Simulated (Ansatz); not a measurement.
# Zr$_{2}$Cl$_{8}$ (charge +1): geometry relaxation (part 2 of 3)

Zr$_{2}$Cl$_{8}$ (Zr2(Cl)8), charge +1, multiplicity 2; UKS r2SCAN-D4/def2-SVP (Ansatz 0.2.0). The geometry: r2SCAN-D4/def2-SVP start.

Geometry of the input (Å):
```
Zr -1.0860  -0.4990  -1.2468
Cl -3.3438  -0.0270  -1.4694
Cl -0.0934  0.5588  -3.0818
Cl -0.9287  -2.7361  -1.8698
Cl -0.9851  -1.0708  1.2594
Zr 1.1029  0.5527  1.4509
Cl 1.9339  -0.7487  -0.3521
Cl 1.2886  -0.2118  3.6536
Cl 2.6215  2.3191  1.5514
Cl -0.5098  1.8628  0.1046
```

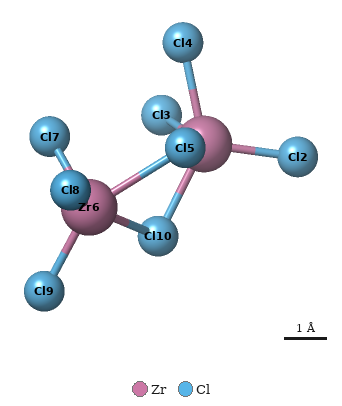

Fig. 1: The geometry at step 15 of the log (ball-and-stick view, seen at a tilt; atoms are numbered from 1 in the order of the input).

**Trajectory as extended XYZ, continued**
```
10
Properties=species:S:1:pos:R:3:forces:R:3 step=2 energy=-102714.21248
Zr   -1.0609   -0.5104   -1.2400   -0.1474  -0.0667  -0.0231
Cl   -3.3088   -0.0283   -1.4477    0.0008   0.0016  -0.0331
Cl   -0.0770    0.5366   -3.1106    0.0175   0.0436  -0.0774
Cl   -0.8836   -2.7384   -1.9176    0.0167  -0.0352  -0.0021
Cl   -1.0684   -0.9793    1.2851   -0.0040  -0.1324   0.1522
Zr    1.1211    0.5453    1.4615    0.1627   0.1288   0.3504
Cl    1.8239   -0.7546   -0.3851    0.1163  -0.0971  -0.0688
Cl    1.3714   -0.2165    3.6630   -0.0343  -0.0263  -0.1625
Cl    2.6154    2.3369    1.6006   -0.1487  -0.1039  -0.0557
Cl   -0.5331    1.8088    0.0908    0.0206   0.2876  -0.0801
10
Properties=species:S:1:pos:R:3:forces:R:3 step=3 energy=-102714.22644
Zr   -1.0682   -0.5097   -1.2335   -0.0596  -0.0104   0.1109
Cl   -3.3148   -0.0280   -1.4534    0.0264  -0.0033  -0.0173
Cl   -0.0853    0.5401   -3.1080    0.0122   0.0105  -0.0492
Cl   -0.8838   -2.7389   -1.9102    0.0144   0.0081  -0.0063
Cl   -1.0610   -1.0005    1.2981    0.0229   0.0296  -0.0181
Zr    1.1200    0.5466    1.4623    0.0481   0.0531   0.1559
Cl    1.8432   -0.7616   -0.3761    0.0109  -0.0345  -0.0272
Cl    1.3602   -0.2346    3.6530   -0.0011  -0.0214  -0.0832
Cl    2.5995    2.3436    1.5913   -0.0693  -0.0465  -0.0199
Cl   -0.5098    1.8429    0.0762   -0.0048   0.0147  -0.0457
10
Properties=species:S:1:pos:R:3:forces:R:3 step=4 energy=-102714.23368
Zr   -1.0912   -0.4792   -1.1985    0.0103   0.0864   0.0767
Cl   -3.3280   -0.0709   -1.5029   -0.0826   0.0328   0.0108
Cl   -0.1317    0.4992   -3.1437    0.0816   0.0020  -0.0443
Cl   -0.8392   -2.7043   -1.8831    0.0317  -0.0831  -0.0211
Cl   -1.1195   -0.8820    1.3317    0.0482   0.0196   0.0926
Zr    1.1395    0.5565    1.5093    0.0198  -0.1570  -0.1176
Cl    1.8200   -0.7915   -0.3328    0.0065   0.1216   0.1145
Cl    1.4674   -0.3970    3.6070   -0.0346   0.0397  -0.1001
Cl    2.5232    2.4158    1.6475   -0.0358  -0.0704  -0.0093
Cl   -0.4406    1.8535   -0.0346   -0.0451   0.0085  -0.0023
10
Properties=species:S:1:pos:R:3:forces:R:3 step=5 energy=-102714.23720
Zr   -1.0827   -0.4749   -1.1788   -0.2044   0.0200  -0.0742
Cl   -3.3206   -0.0561   -1.4809   -0.0345   0.0124  -0.0021
Cl   -0.0969    0.4935   -3.1205    0.0482  -0.0022  -0.0421
Cl   -0.8191   -2.7000   -1.8682    0.0150  -0.0586  -0.0212
Cl   -1.1259   -0.8834    1.3535    0.0733   0.0326  -0.0096
Zr    1.1260    0.5469    1.4816    0.0729  -0.0658   0.0361
Cl    1.8314   -0.7862   -0.3553    0.0100   0.0954   0.1278
Cl    1.4408   -0.4089    3.5783    0.0128   0.0258  -0.0324
Cl    2.5107    2.4020    1.6207    0.0069  -0.0179   0.0117
Cl   -0.4636    1.8671   -0.0303   -0.0002  -0.0417   0.0059
10
Properties=species:S:1:pos:R:3:forces:R:3 step=6 energy=-102714.25536
Zr   -1.1500   -0.4193   -1.1566   -0.0075  -0.0005   0.1531
Cl   -3.3710   -0.0269   -1.4794   -0.1483   0.0226  -0.0346
Cl   -0.0725    0.3880   -3.1306    0.0597   0.0044  -0.1112
Cl   -0.7975   -2.6458   -1.8752    0.0182  -0.0430  -0.0489
Cl   -1.1076   -0.8967    1.3485   -0.0020   0.0050  -0.0163
Zr    1.1240    0.5262    1.4829    0.0906  -0.0074  -0.0428
Cl    1.8757   -0.7729   -0.3364   -0.0125   0.0775   0.1011
Cl    1.4843   -0.4362    3.5671    0.0151   0.0090  -0.0082
Cl    2.4641    2.4199    1.6589   -0.0201  -0.0462   0.0107
Cl   -0.4496    1.8637   -0.0793    0.0070  -0.0215  -0.0029
10
Properties=species:S:1:pos:R:3:forces:R:3 step=7 energy=-102714.29074
Zr   -1.2566   -0.3262   -1.1025    0.4050  -0.0440   0.1207
Cl   -3.4572    0.0085   -1.4859   -0.3471   0.0573  -0.0730
Cl   -0.0404    0.2019   -3.1559   -0.1213  -0.1992   0.0742
Cl   -0.7456   -2.5495   -1.8944    0.0102   0.1473  -0.0962
Cl   -1.1063   -0.8909    1.3582   -0.1338  -0.0372  -0.1340
Zr    1.1264    0.4946    1.4896    0.3463   0.3415   0.3412
Cl    1.9415   -0.7526   -0.3001    0.0886  -0.0403  -0.0382
Cl    1.5765   -0.5097    3.5361   -0.0510   0.0354  -0.1483
Cl    2.3770    2.4551    1.7307   -0.1513  -0.2362  -0.0382
Cl   -0.4152    1.8688   -0.1759   -0.0458  -0.0244  -0.0082
10
Properties=species:S:1:pos:R:3:forces:R:3 step=8 energy=-102714.37538
Zr   -1.2974   -0.2796   -1.0708    0.3113   0.0617   0.0128
Cl   -3.4992    0.0151   -1.5087   -0.1995   0.0452  -0.0260
Cl   -0.0695    0.0758   -3.1906   -0.1589  -0.2744   0.1905
Cl   -0.7138   -2.4929   -1.9122    0.0288   0.1892  -0.1219
Cl   -1.1388   -0.8414    1.3648   -0.0642  -0.0984  -0.0884
Zr    1.1492    0.4946    1.5190    0.3399   0.3040   0.4265
Cl    1.9986   -0.7441   -0.2566    0.0359  -0.0056  -0.0615
Cl    1.6447   -0.5954    3.5044   -0.1171   0.0998  -0.2417
Cl    2.3243    2.4865    1.7845   -0.1846  -0.2719  -0.0576
Cl   -0.3981    1.8815   -0.2337    0.0083  -0.0497  -0.0328
10
Properties=species:S:1:pos:R:3:forces:R:3 step=10 energy=-102714.41834 accepted=F
Zr   -1.2926   -0.2723   -1.0745   -0.6125   0.4372   0.6975
Cl   -3.5173    0.0678   -1.4919    0.2216  -0.0336   0.0412
Cl   -0.1377   -0.0651   -3.1836    0.2649   0.0449  -0.4855
Cl   -0.7326   -2.4492   -1.9821    0.1019  -0.3994  -0.1384
Cl   -1.1234   -0.9088    1.3189    0.0797  -0.0518  -0.0628
Zr    1.1838    0.5245    1.5491   -0.1434  -0.0683  -0.2069
Cl    2.0840   -0.6795   -0.2382   -0.0396   0.0137   0.0302
Cl    1.6001   -0.5718    3.5143   -0.0079  -0.1116   0.1460
Cl    2.3391    2.4817    1.8095    0.0848   0.1840   0.0133
Cl   -0.4034    1.8727   -0.2215    0.0504  -0.0152  -0.0347
10
Properties=species:S:1:pos:R:3:forces:R:3 step=11 energy=-102714.44916
Zr   -1.3126   -0.2317   -1.0550    0.0181  -0.0292  -0.0790
Cl   -3.5279    0.0776   -1.4765    0.0272   0.0216   0.0296
Cl   -0.1377   -0.1236   -3.2324   -0.0239   0.0478   0.0263
Cl   -0.7127   -2.4468   -1.9626   -0.0251  -0.0453   0.0496
Cl   -1.1162   -0.8950    1.3218    0.0166  -0.0033  -0.0295
Zr    1.1819    0.5202    1.5567    0.0030  -0.0077   0.0006
Cl    2.0801   -0.6711   -0.2302    0.0187   0.0139  -0.0104
Cl    1.6227   -0.6321    3.4938   -0.0285  -0.0006   0.0074
Cl    2.2906    2.5127    1.8473    0.0059   0.0139   0.0082
Cl   -0.3682    1.8898   -0.2631   -0.0121  -0.0111  -0.0028
10
Properties=species:S:1:pos:R:3:forces:R:3 step=12 energy=-102714.45217
Zr   -1.3236   -0.2265   -1.0636   -0.0130  -0.0808  -0.1118
Cl   -3.5387    0.1130   -1.4462   -0.0324   0.0209   0.0078
Cl   -0.1566   -0.1350   -3.2345   -0.0112  -0.0047  -0.0021
Cl   -0.7437   -2.4621   -1.9369   -0.0033   0.0054  -0.0022
Cl   -1.0846   -0.9396    1.2844   -0.0079   0.0135   0.0094
Zr    1.1784    0.5206    1.5366    0.2429  -0.0522   0.0176
Cl    2.1692   -0.6467   -0.2245   -0.0831   0.0801   0.1087
Cl    1.5786   -0.6220    3.4929   -0.0372   0.0181  -0.0345
Cl    2.2740    2.5176    1.8694   -0.0380  -0.0241  -0.0087
Cl   -0.3531    1.8807   -0.2776   -0.0168   0.0238   0.0158
10
Properties=species:S:1:pos:R:3:forces:R:3 step=13 energy=-102714.44790 accepted=F
Zr   -1.3553   -0.2370   -1.1086    0.0837  -0.0509   0.0721
Cl   -3.5716    0.1578   -1.4245   -0.0489  -0.0006  -0.0145
Cl   -0.2015   -0.1722   -3.2783   -0.0015  -0.0102  -0.0115
Cl   -0.7911   -2.4953   -1.9502   -0.0077   0.0562  -0.0145
Cl   -1.0255   -0.9510    1.2237   -0.0750  -0.1309   0.1037
Zr    1.2211    0.5354    1.5573    0.1253  -0.1337  -0.1732
Cl    2.2524   -0.6029   -0.2003   -0.0379   0.0818   0.1783
Cl    1.5367   -0.6126    3.5284   -0.0135   0.0326  -0.0554
Cl    2.2826    2.5468    1.9178   -0.0540  -0.0388  -0.0180
Cl   -0.3478    1.8310   -0.2653    0.0295   0.1946  -0.0669
10
Properties=species:S:1:pos:R:3:forces:R:3 step=14 energy=-102714.45737
Zr   -1.3313   -0.2329   -1.0811   -0.0216  -0.0051   0.0344
Cl   -3.5489    0.1395   -1.4273    0.0008  -0.0028  -0.0012
Cl   -0.1808   -0.1549   -3.2563    0.0059   0.0053  -0.0186
Cl   -0.7629   -2.4768   -1.9473   -0.0040   0.0107  -0.0010
Cl   -1.0588   -0.9529    1.2625    0.0058   0.0096  -0.0156
Zr    1.2081    0.5241    1.5436    0.0028  -0.0368  -0.0463
Cl    2.2104   -0.6282   -0.2110   -0.0073   0.0227   0.0477
Cl    1.5466   -0.6215    3.5078    0.0069   0.0140  -0.0041
Cl    2.2694    2.5355    1.8838   -0.0028  -0.0010   0.0071
Cl   -0.3519    1.8681   -0.2746    0.0134  -0.0164  -0.0025
10
Properties=species:S:1:pos:R:3:forces:R:3 step=15 energy=-102714.46003
Zr   -1.3522   -0.2310   -1.0868   -0.0079  -0.0020  -0.0201
Cl   -3.5723    0.1443   -1.4158    0.0025   0.0030   0.0040
Cl   -0.2066   -0.1490   -3.2696   -0.0079   0.0034   0.0074
Cl   -0.7783   -2.4685   -1.9584   -0.0045   0.0015   0.0004
Cl   -1.0462   -0.9583    1.2486   -0.0075  -0.0039   0.0001
Zr    1.2147    0.5145    1.5424    0.0290   0.0308   0.0214
Cl    2.2732   -0.6337   -0.1704    0.0225  -0.0086  -0.0055
Cl    1.5462   -0.6115    3.5190   -0.0066   0.0015  -0.0009
Cl    2.2467    2.5416    1.8937   -0.0143  -0.0166  -0.0011
Cl   -0.3252    1.8515   -0.3028   -0.0054  -0.0090  -0.0058
10
Properties=species:S:1:pos:R:3:forces:R:3 step=16 energy=-102714.46302
Zr   -1.3797   -0.2305   -1.0993    0.0059   0.0041  -0.0135
Cl   -3.6019    0.1638   -1.3958    0.0063   0.0005   0.0028
Cl   -0.2415   -0.1515   -3.2864   -0.0157  -0.0013   0.0107
Cl   -0.8056   -2.4681   -1.9673   -0.0081   0.0005  -0.0081
Cl   -1.0235   -0.9726    1.2228   -0.0010  -0.0092   0.0028
Zr    1.2335    0.5075    1.5382    0.0441   0.0355   0.0239
Cl    2.3731   -0.6298   -0.1253    0.0009   0.0094   0.0170
Cl    1.5260   -0.6026    3.5316   -0.0092   0.0107  -0.0192
Cl    2.2212    2.5550    1.9110   -0.0275  -0.0440  -0.0090
Cl   -0.3016    1.8288   -0.3295    0.0044  -0.0062  -0.0074
10
Properties=species:S:1:pos:R:3:forces:R:3 step=17 energy=-102714.46616
Zr   -1.4154   -0.2315   -1.1164    0.0428   0.0200   0.0000
Cl   -3.6410    0.1911   -1.3622    0.0361  -0.0031   0.0106
Cl   -0.3058   -0.1552   -3.3198   -0.0295  -0.0018   0.0130
Cl   -0.8560   -2.4673   -1.9933   -0.0179  -0.0065  -0.0133
Cl   -0.9824   -1.0000    1.1849   -0.0004   0.0070  -0.0095
Zr    1.2610    0.4998    1.5399    0.0731   0.0317  -0.0034
Cl    2.5178   -0.6196   -0.0475   -0.0410   0.0437   0.0649
Cl    1.4945   -0.5880    3.5556   -0.0098   0.0288  -0.0483
Cl    2.1800    2.5781    1.9374   -0.0467  -0.0921  -0.0168
Cl   -0.2527    1.7927   -0.3786   -0.0067  -0.0276   0.0028
10
Properties=species:S:1:pos:R:3:forces:R:3 step=18 energy=-102714.46802
Zr   -1.4260   -0.2373   -1.1315    0.0061   0.0365   0.0268
Cl   -3.6536    0.2146   -1.3288    0.0885  -0.0126   0.0186
Cl   -0.3702   -0.1653   -3.3606   -0.0237   0.0052   0.0138
Cl   -0.9114   -2.4753   -2.0297   -0.0176  -0.0058  -0.0038
Cl   -0.9472   -1.0225    1.1574    0.0117   0.0144  -0.0361
Zr    1.2822    0.4993    1.5458    0.1224  -0.0184  -0.0474
Cl    2.6277   -0.6049    0.0154   -0.1201   0.0974   0.1362
Cl    1.4654   -0.5721    3.5778   -0.0083   0.0466  -0.0805
Cl    2.1465    2.5983    1.9640   -0.0545  -0.1176  -0.0230
Cl   -0.2132    1.7651   -0.4099   -0.0046  -0.0457  -0.0045
10
Properties=species:S:1:pos:R:3:forces:R:3 step=19 energy=-102714.47078
Zr   -1.4116   -0.2429   -1.1360   -0.0486   0.0402   0.0182
Cl   -3.6386    0.2298   -1.2975    0.1136  -0.0183   0.0201
Cl   -0.4074   -0.1720   -3.3887   -0.0140   0.0046   0.0189
Cl   -0.9454   -2.4832   -2.0569   -0.0098   0.0020   0.0030
Cl   -0.9220   -1.0459    1.1449    0.0109   0.0435  -0.0553
Zr    1.2839    0.5041    1.5540    0.1166  -0.0448  -0.0598
Cl    2.6513   -0.5959    0.0411   -0.1038   0.0941   0.1347
Cl    1.4484   -0.5596    3.5910   -0.0032   0.0400  -0.0662
Cl    2.1231    2.6104    1.9785   -0.0371  -0.0910  -0.0164
Cl   -0.1816    1.7553   -0.4304   -0.0247  -0.0703   0.0029
10
Properties=species:S:1:pos:R:3:forces:R:3 step=20 energy=-102714.47220
Zr   -1.4109   -0.2645   -1.1771   -0.0752   0.0995  -0.0237
Cl   -3.6323    0.2750   -1.1999    0.1901  -0.0432   0.0000
Cl   -0.5318   -0.1867   -3.4919   -0.0294   0.0203   0.0925
Cl   -1.0516   -2.5007   -2.1596   -0.0111   0.0299   0.0501
Cl   -0.8476   -1.0685    1.0843   -0.0370  -0.0905   0.0098
Zr    1.3051    0.5047    1.5840    0.1486  -0.0179  -0.1091
Cl    2.7895   -0.5747    0.1772   -0.0816   0.0924   0.1143
Cl    1.4234   -0.5107    3.6442   -0.0315  -0.0160  -0.0151
Cl    2.0488    2.6422    2.0295   -0.0302  -0.0644  -0.0359
Cl   -0.0926    1.6839   -0.4908   -0.0426  -0.0101  -0.0830
10
Properties=species:S:1:pos:R:3:forces:R:3 step=21 energy=-102714.47574
Zr   -1.4085   -0.2613   -1.1709   -0.1263   0.0839  -0.1018
Cl   -3.6240    0.3057   -1.1436    0.2032  -0.0521  -0.0080
Cl   -0.5692   -0.1821   -3.5021   -0.0434   0.0027   0.1047
Cl   -1.0829   -2.4974   -2.1641   -0.0143   0.0401   0.0327
Cl   -0.8248   -1.1136    1.0669   -0.0026   0.0083  -0.0565
Zr    1.3037    0.4897    1.5603    0.2942   0.0087  -0.0676
Cl    2.8939   -0.5585    0.2426   -0.2025   0.1278   0.1383
Cl    1.3723   -0.5070    3.6321   -0.0196  -0.0028  -0.0049
Cl    1.9975    2.6437    2.0146   -0.0349  -0.0888  -0.0189
Cl   -0.0581    1.6807   -0.5358   -0.0538  -0.1277  -0.0181
10
Properties=species:S:1:pos:R:3:forces:R:3 step=22 energy=-102714.47959
Zr   -1.4124   -0.2582   -1.1672   -0.0266   0.0290  -0.0604
Cl   -3.6242    0.3038   -1.1603    0.1012  -0.0232   0.0062
Cl   -0.5609   -0.1824   -3.4876   -0.0327  -0.0060   0.0604
Cl   -1.0790   -2.4976   -2.1457   -0.0128   0.0195   0.0041
Cl   -0.8108   -1.1174    1.0624   -0.0269   0.0151  -0.0333
Zr    1.3125    0.4982    1.5698    0.1383  -0.0287  -0.1231
Cl    2.8659   -0.5488    0.2170   -0.1048   0.0804   0.1162
Cl    1.3561   -0.5231    3.6304    0.0151   0.0138   0.0158
Cl    2.0108    2.6507    2.0096   -0.0126  -0.0502   0.0130
Cl   -0.0580    1.6749   -0.5283   -0.0383  -0.0497   0.0011
10
Properties=species:S:1:pos:R:3:forces:R:3 step=23 energy=-102714.47340 accepted=F
Zr   -1.4098   -0.2798   -1.2127   -0.0141   0.1247   0.3558
Cl   -3.5993    0.3406   -1.1288   -0.0095  -0.0063  -0.0158
Cl   -0.6118   -0.1556   -3.5031    0.0447  -0.0482  -0.1767
Cl   -1.1813   -2.5315   -2.1457    0.0096  -0.0333  -0.0691
Cl   -0.7722   -1.1437    1.0290   -0.0069   0.0230  -0.1021
Zr    1.3175    0.4882    1.5539   -0.0701   0.0279   0.0289
Cl    2.9704   -0.4960    0.3122    0.0896  -0.0627  -0.0801
Cl    1.3469   -0.5121    3.6280   -0.0078  -0.0104   0.0610
Cl    1.9529    2.6524    2.0259    0.0068   0.0593   0.0332
Cl   -0.0133    1.6375   -0.5586   -0.0423  -0.0741  -0.0351
10
Properties=species:S:1:pos:R:3:forces:R:3 step=24 energy=-102714.48307
Zr   -1.4114   -0.2660   -1.1867   -0.0188   0.0571   0.0747
Cl   -3.6140    0.3197   -1.1434    0.0508  -0.0124   0.0021
Cl   -0.5982   -0.1799   -3.5069   -0.0057  -0.0287  -0.0061
Cl   -1.1295   -2.5096   -2.1593    0.0017   0.0043  -0.0280
Cl   -0.7875   -1.1310    1.0399   -0.0195   0.0025  -0.0386
Zr    1.3208    0.4957    1.5680    0.0499   0.0073  -0.0162
Cl    2.9179   -0.5283    0.2639   -0.0232   0.0241   0.0365
Cl    1.3510   -0.5076    3.6393    0.0002  -0.0003  -0.0013
Cl    1.9856    2.6537    2.0304   -0.0101  -0.0237  -0.0052
Cl   -0.0349    1.6532   -0.5451   -0.0254  -0.0303  -0.0179
10
Properties=species:S:1:pos:R:3:forces:R:3 step=26 energy=-102714.48874
Zr   -1.3981   -0.2779   -1.2160   -0.0509   0.0071   0.0438
Cl   -3.5742    0.3818   -1.0371    0.0801  -0.0154   0.0027
Cl   -0.7420   -0.2009   -3.5866    0.0017  -0.0088   0.0061
Cl   -1.2741   -2.5214   -2.2375    0.0031   0.0320   0.0076
Cl   -0.6926   -1.2010    0.9628    0.0035   0.0288  -0.0397
Zr    1.3470    0.4945    1.5812    0.0577  -0.0063   0.0203
Cl    3.0899   -0.4655    0.4268   -0.0539   0.0360   0.0407
Cl    1.2858   -0.4778    3.6694   -0.0055   0.0130  -0.0528
Cl    1.8852    2.6839    2.0668   -0.0201  -0.0519  -0.0222
Cl    0.0732    1.5843   -0.6299   -0.0157  -0.0344  -0.0066
10
Properties=species:S:1:pos:R:3:forces:R:3 step=27 energy=-102714.48968
Zr   -1.3950   -0.2848   -1.2296   -0.0552  -0.0051   0.0082
Cl   -3.5489    0.4237   -0.9712    0.0978  -0.0301  -0.0126
Cl   -0.8040   -0.2157   -3.6213   -0.0033   0.0098   0.0275
Cl   -1.3377   -2.5267   -2.2725   -0.0037   0.0480   0.0349
Cl   -0.6480   -1.2284    0.9234    0.0056   0.0062  -0.0204
Zr    1.3587    0.4925    1.5850    0.1055  -0.0207   0.0067
Cl    3.1759   -0.4283    0.5118   -0.1149   0.0575   0.0547
Cl    1.2493   -0.4762    3.6737   -0.0034   0.0307  -0.0659
Cl    1.8274    2.6985    2.0708   -0.0244  -0.0751  -0.0160
Cl    0.1223    1.5454   -0.6701   -0.0041  -0.0212  -0.0172
10
Properties=species:S:1:pos:R:3:forces:R:3 step=28 energy=-102714.49022
Zr   -1.3883   -0.2843   -1.2234   -0.0384  -0.0106   0.0075
Cl   -3.5347    0.4383   -0.9537    0.0641  -0.0186  -0.0058
Cl   -0.8072   -0.2087   -3.6116   -0.0051  -0.0134  -0.0105
Cl   -1.3501   -2.5257   -2.2594   -0.0049   0.0399   0.0037
Cl   -0.6357   -1.2510    0.9178    0.0064   0.0596  -0.0336
Zr    1.3512    0.4881    1.5755    0.1175  -0.0114   0.0116
Cl    3.1826   -0.4155    0.5151   -0.0922   0.0423   0.0474
Cl    1.2351   -0.4757    3.6646    0.0009   0.0126  -0.0327
Cl    1.7988    2.6955    2.0698   -0.0181  -0.0451  -0.0107
Cl    0.1483    1.5392   -0.6947   -0.0300  -0.0552   0.0231
```
